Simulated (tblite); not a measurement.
## Run report: CH₆NOSi, geometry relaxation

- system: CH₆NOSi, multiplicity 2, SMILES CO[SiH2][NH]
- method: GFN2-xTB geometry optimisation, gas phase (tblite 0.8.0)

It belongs to a series of runs on one base structure; here: H removed from N.

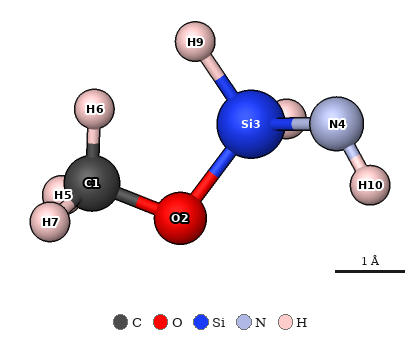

**Figure 1.** The input geometry (ball-and-stick view, seen at a tilt; atoms are numbered from 1 in the order of the input).

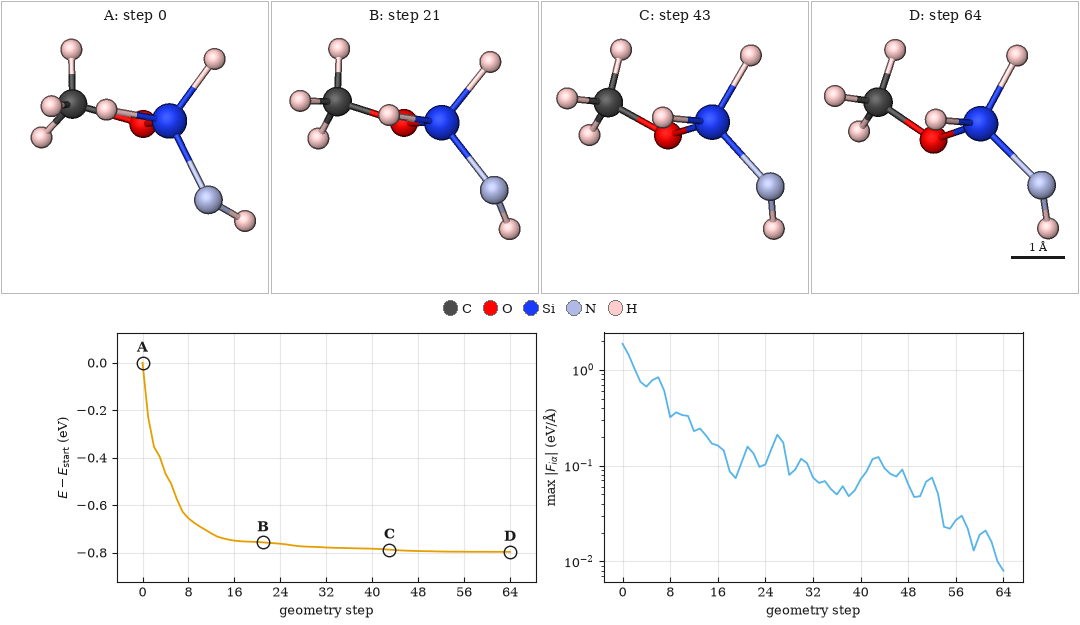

**Figure 2.** Frames of the relaxation (ball-and-stick view, seen at a tilt) above the curves, on which the letters mark them (steps are counted from 0).

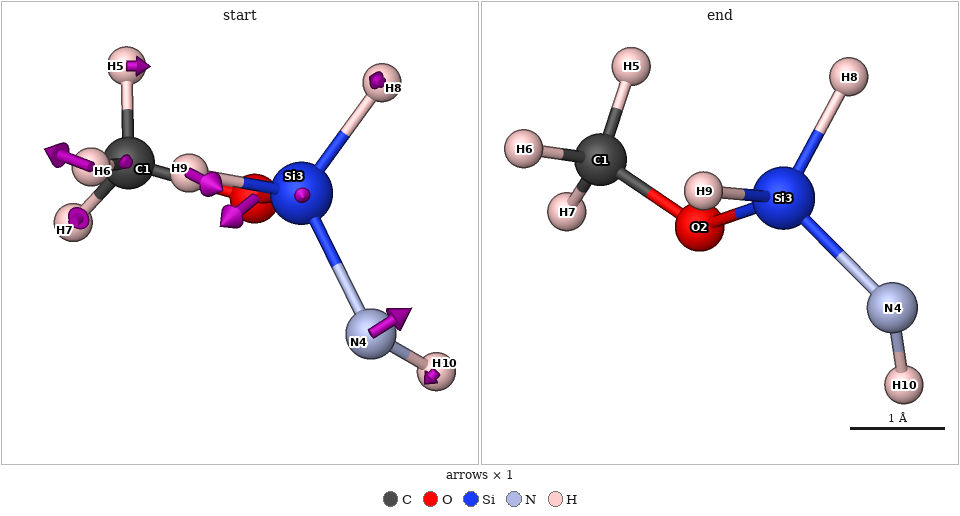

**Figure 3.** Before (left) and after (right) the relaxation, at one scale (ball-and-stick view, seen at a tilt). The pink arrows give the displacements, at true length. The atom that moves furthest after the best rigid fit is H6 (0.69 Å). By element the largest moves are H 0.69 Å, O 0.67 Å, N 0.54 Å, Si 0.15 Å, C 0.14 Å. Distances before and after: O2–Si3 1.727 → 1.628 Å, Si3–N4 1.764 → 1.673 Å, N4–H10 1.032 → 1.008 Å, C1–H6 1.116 → 1.093 Å. Among the angles that change: C1–O2–Si3 105.3° → 130.4°, Si3–N4–H10 114.5° → 123.5°, N4–Si3–H8 113.8° → 107.5°. Over 64 geometry steps the energy falls by 0.797 eV. The largest force component goes from 1.9 to 0.008 eV/Å. (Atoms are counted from 1 in the order of the input.)

The input that produced these results follows, with the program's output.

**Input file**
```
{"job": {"kind": "relax", "xc": "GFN2-xTB", "basis": "xTB"}, "charge": 0, "multiplicity": 2}
C     -1.497100    -0.314300    -0.125300
O     -0.314500    -0.376800    -0.864500
Si     0.859800     0.466500     0.080100
N      2.320600    -0.474300     0.386100
H     -2.136800     0.430400    -0.643500
H     -1.272600     0.001800     0.920900
H     -2.031200    -1.286800    -0.157000
H      1.110500     1.751200    -0.581100
H      0.269200     0.763800     1.405100
H      2.701000    -0.956700    -0.443200
```

The first line tells a small driver script what to run in tblite; the rest is the geometry in Å.

Launch command:
```bash
OMP_NUM_THREADS=1 python <driver script> task.json out
```

**Output**
```
step      E/eV     max force
  0    -376.99913    2.416
  1    -377.22998    1.677
  2    -377.35318    1.355
  3    -377.39517    0.775
  4    -377.46622    0.739
  5    -377.50937    0.884
  6    -377.57474    0.874
  7    -377.62746    0.653
  8    -377.65462    0.392
  9    -377.67331    0.379
 10    -377.68953    0.385
 11    -377.70338    0.384
 12    -377.71844    0.350
 13    -377.73122    0.295
 14    -377.73863    0.238
 15    -377.74411    0.194
 16    -377.74859    0.211
 17    -377.75103    0.155
 18    -377.75234    0.091
 19    -377.75326    0.083
 20    -377.75431    0.137
 21    -377.75580    0.172
 22    -377.75793    0.137
 23    -377.75957    0.124
 24    -377.76154    0.134
 25    -377.76432    0.153
 26    -377.76806    0.215
 27    -377.77127    0.178
 28    -377.77308    0.102
 29    -377.77416    0.108
 30    -377.77496    0.134
 31    -377.77597    0.141
 32    -377.77739    0.106
 33    -377.77845    0.068
 34    -377.77903    0.069
 35    -377.77954    0.066
 36    -377.78013    0.056
 37    -377.78080    0.069
 38    -377.78138    0.063
 39    -377.78187    0.068
 40    -377.78245    0.078
 41    -377.78337    0.102
 42    -377.78475    0.149
 43    -377.78645    0.147
 44    -377.78816    0.112
 45    -377.78970    0.090
 46    -377.79083    0.087
 47    -377.79155    0.118
 48    -377.79234    0.068
 49    -377.79285    0.061
 50    -377.79316    0.063
 51    -377.79374    0.094
 52    -377.79432    0.092
 53    -377.79475    0.053
 54    -377.79497    0.027
 55    -377.79509    0.031
 56    -377.79520    0.034
 57    -377.79533    0.032
 58    -377.79542    0.024
 59    -377.79546    0.015
 60    -377.79549    0.019
 61    -377.79553    0.021
 62    -377.79559    0.021
 63    -377.79563    0.014
 64    -377.79566    0.010
```

**Trajectory as extended XYZ (Å, eV, eV/Å), 10 of the 65 frames kept, from step=0 to step=64**
```
10
Properties=species:S:1:pos:R:3:forces:R:3 step=0 energy=-376.99913
C    -1.4971   -0.3143   -0.1253   -1.0380  -0.1340  -0.5000
O    -0.3145   -0.3768   -0.8645    1.2280   0.9200   1.8660
Si    0.8598    0.4665    0.0801    1.7750  -1.3830  -0.4890
N     2.3206   -0.4743    0.3861   -1.5380   0.8540  -1.2670
H    -2.1368    0.4304   -0.6435    0.0220  -0.2170   0.5460
H    -1.2726    0.0018    0.9209   -1.1030  -0.5060  -0.7640
H    -2.0312   -1.2868   -0.1570    0.4130   0.3920   0.1020
H     1.1105    1.7512   -0.5811    0.0200  -0.1040  -0.0990
H     0.2692    0.7638    1.4051    0.4430  -0.0410  -0.1260
H     2.7010   -0.9567   -0.4432   -0.2220   0.2190   0.7320
10
Properties=species:S:1:pos:R:3:forces:R:3 step=7 energy=-377.62746
C    -1.5776   -0.3096   -0.1440   -0.1210  -0.1230   0.2660
O    -0.2716   -0.3081   -0.6341   -0.1970   0.2500   0.0170
Si    0.9558    0.5079    0.0930    0.0460  -0.4920  -0.1990
N     2.3614   -0.3993    0.2585    0.0750   0.1490  -0.1960
H    -2.2132    0.4353   -0.6463    0.1980  -0.3400  -0.1810
H    -1.6193   -0.0665    0.9259    0.1190   0.0160  -0.0230
H    -1.9680   -1.3259   -0.2428   -0.1690   0.1540  -0.2610
H     1.1569    1.7565   -0.6408    0.1140   0.1030  -0.1270
H     0.4314    0.7689    1.4096    0.0650   0.2360   0.6050
H     2.7529   -1.0547   -0.4016   -0.1310   0.0470   0.0990
10
Properties=species:S:1:pos:R:3:forces:R:3 step=14 energy=-377.73863
C    -1.6389   -0.3311   -0.1319   -0.0420   0.0220  -0.0690
O    -0.3124   -0.2347   -0.5355    0.0540  -0.2070  -0.1040
Si    0.9693    0.5034    0.1418    0.1220  -0.1420  -0.0270
N     2.4427   -0.2926    0.1426   -0.0070   0.0380  -0.0150
H    -2.2381    0.3680   -0.7174   -0.0970   0.1440   0.0420
H    -1.7516   -0.1109    0.9349   -0.0620  -0.0390  -0.0970
H    -2.0110   -1.3367   -0.3443    0.1030  -0.0460   0.0940
H     1.2117    1.7112   -0.6619    0.0030   0.0980  -0.0220
H     0.6078    0.8422    1.5155    0.0770   0.0750   0.1630
H     2.7294   -1.1140   -0.3663   -0.1520   0.0560   0.0350
10
Properties=species:S:1:pos:R:3:forces:R:3 step=21 energy=-377.75580
C    -1.6423   -0.3355   -0.1470   -0.0170  -0.0130   0.0300
O    -0.3059   -0.2675   -0.5275    0.0620  -0.0350   0.0150
Si    0.9645    0.4955    0.1463    0.1580   0.0640   0.0250
N     2.4557   -0.2656    0.1286   -0.0760  -0.0460  -0.0640
H    -2.2400    0.3788   -0.7181    0.0160   0.0170  -0.0810
H    -1.7736   -0.1171    0.9147    0.0070  -0.0100   0.0550
H    -2.0026   -1.3455   -0.3475   -0.0520  -0.0280  -0.0210
H     1.2080    1.7167   -0.6513   -0.0510   0.0160   0.0230
H     0.6662    0.8652    1.5374    0.0070  -0.0050  -0.0230
H     2.6789   -1.1203   -0.3583   -0.0540   0.0400   0.0410
10
Properties=species:S:1:pos:R:3:forces:R:3 step=28 energy=-377.77308
C    -1.6322   -0.3564   -0.1513    0.0380   0.0030  -0.0070
O    -0.2614   -0.3450   -0.4036    0.0070  -0.0010  -0.0110
Si    0.9854    0.5457    0.1480   -0.0680   0.0140   0.0150
N     2.4564   -0.2485    0.0496   -0.0160   0.0470  -0.0460
H    -2.1533    0.3736   -0.7781    0.0660   0.0510   0.0260
H    -1.8440   -0.1432    0.8992   -0.0180   0.0380  -0.0060
H    -2.0161   -1.3501   -0.3925    0.0360  -0.0190   0.0030
H     1.1311    1.7969   -0.6244   -0.0640  -0.0770   0.0170
H     0.8017    0.9076    1.5621   -0.0400   0.0230   0.0300
H     2.5413   -1.1761   -0.3315    0.0600  -0.0800  -0.0210
10
Properties=species:S:1:pos:R:3:forces:R:3 step=36 energy=-377.78013
C    -1.6150   -0.3573   -0.1531    0.0000   0.0060   0.0210
O    -0.2407   -0.3832   -0.3723   -0.0110  -0.0310   0.0450
Si    0.9811    0.5462    0.1655   -0.0030   0.0200  -0.0500
N     2.4501   -0.2429   -0.0022    0.0320   0.0160   0.0310
H    -2.0928    0.3913   -0.7910    0.0010   0.0150   0.0030
H    -1.8473   -0.1322    0.8918   -0.0120   0.0070  -0.0270
H    -2.0148   -1.3432   -0.4010   -0.0040   0.0240  -0.0020
H     1.0651    1.7962   -0.6145   -0.0180  -0.0440   0.0100
H     0.8034    0.9259    1.5789   -0.0050  -0.0330  -0.0170
H     2.5197   -1.1961   -0.3245    0.0210   0.0200  -0.0150
10
Properties=species:S:1:pos:R:3:forces:R:3 step=43 energy=-377.78645
C    -1.6155   -0.3466   -0.1468    0.0820  -0.0060  -0.0330
O    -0.2346   -0.4528   -0.3064    0.0020  -0.0200  -0.0360
Si    0.9828    0.5217    0.1583   -0.0720  -0.0360   0.1230
N     2.4786   -0.2144   -0.0140   -0.0580  -0.0210  -0.0070
H    -2.0255    0.4308   -0.8019    0.0260  -0.0800   0.0510
H    -1.8703   -0.1076    0.8894   -0.0450  -0.0050  -0.0270
H    -2.0446   -1.3149   -0.4130   -0.0780   0.0710   0.0090
H     0.9895    1.7603   -0.6303    0.0190   0.0570  -0.0410
H     0.7905    0.8971    1.5757    0.0700   0.0040  -0.0430
H     2.5580   -1.1689   -0.3334    0.0540   0.0350   0.0040
10
Properties=species:S:1:pos:R:3:forces:R:3 step=50 energy=-377.79316
C    -1.6164   -0.3437   -0.1445   -0.0140   0.0050  -0.0240
O    -0.2367   -0.5113   -0.2634   -0.0480   0.0250   0.0320
Si    0.9693    0.4969    0.1671   -0.0310  -0.0420   0.0290
N     2.4866   -0.1851   -0.0216   -0.0140  -0.0310   0.0010
H    -1.9721    0.4487   -0.8090    0.0140   0.0060   0.0020
H    -1.9014   -0.0920    0.8809    0.0250   0.0020  -0.0040
H    -2.0988   -1.2809   -0.4244    0.0180  -0.0260  -0.0100
H     0.9457    1.7220   -0.6495   -0.0070   0.0210   0.0080
H     0.8139    0.8825    1.5837    0.0330   0.0220  -0.0320
H     2.6187   -1.1324   -0.3416    0.0240   0.0170  -0.0030
10
Properties=species:S:1:pos:R:3:forces:R:3 step=57 energy=-377.79533
C    -1.6254   -0.3450   -0.1458    0.0010   0.0020  -0.0020
O    -0.2453   -0.5288   -0.2068    0.0070   0.0080  -0.0070
Si    0.9668    0.4891    0.1733    0.0150   0.0080  -0.0210
N     2.4850   -0.1801   -0.0436    0.0000  -0.0240   0.0090
H    -1.9443    0.4544   -0.8202    0.0000   0.0010  -0.0020
H    -1.9436   -0.0930    0.8694   -0.0070  -0.0040   0.0010
H    -2.1030   -1.2780   -0.4485   -0.0040  -0.0020   0.0010
H     0.9153    1.7161   -0.6430   -0.0130  -0.0180  -0.0010
H     0.8690    0.9016    1.5844    0.0030   0.0120   0.0300
H     2.6344   -1.1316   -0.3418   -0.0020   0.0160  -0.0070
10
Properties=species:S:1:pos:R:3:forces:R:3 step=64 energy=-377.79566
C    -1.6261   -0.3448   -0.1470    0.0010   0.0040   0.0000
O    -0.2452   -0.5268   -0.2041   -0.0040  -0.0010   0.0050
Si    0.9688    0.4889    0.1768   -0.0020   0.0000  -0.0020
N     2.4858   -0.1844   -0.0353   -0.0060   0.0030   0.0010
H    -1.9444    0.4553   -0.8213    0.0050  -0.0050  -0.0010
H    -1.9483   -0.0941    0.8673    0.0010  -0.0030   0.0030
H    -2.1027   -1.2781   -0.4514    0.0080   0.0060  -0.0010
H     0.9066    1.7109   -0.6457    0.0060  -0.0060  -0.0010
H     0.8785    0.9079    1.5880   -0.0040   0.0010   0.0020
H     2.6358   -1.1302   -0.3499   -0.0040   0.0020  -0.0050
```

**Results in brief**

```csv
quantity,value
outcome,converged
total energy,−377.7957 eV
hardware,"1 CPU thread, shared host"
peak memory,0.18 GiB
```
